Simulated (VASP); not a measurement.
Band structure of NiO (rock salt, AFM-II order). Computed with PBE GGA with D4 dispersion, VASP's PBE PAW potentials (set 64) (plane waves; VASP).

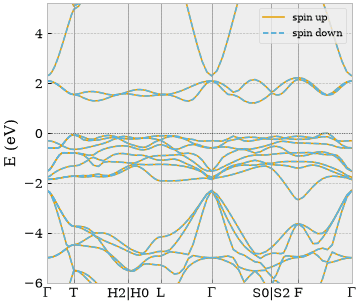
*Bands along high-symmetry lines, zero at the valence-band maximum or, without a gap, the Fermi level*

**Question.** Read the plot: is there a gap, and where are the band edges?

**Answer.** The gap is indirect, 1.21 eV, from the valence maximum at F-Γ at 0.55 to the conduction minimum at Γ-S0 at 0.73. (Edges off the drawn lines would not show.)

The compound is NiO in the rock salt, AFM-II order structure. It was relaxed first.
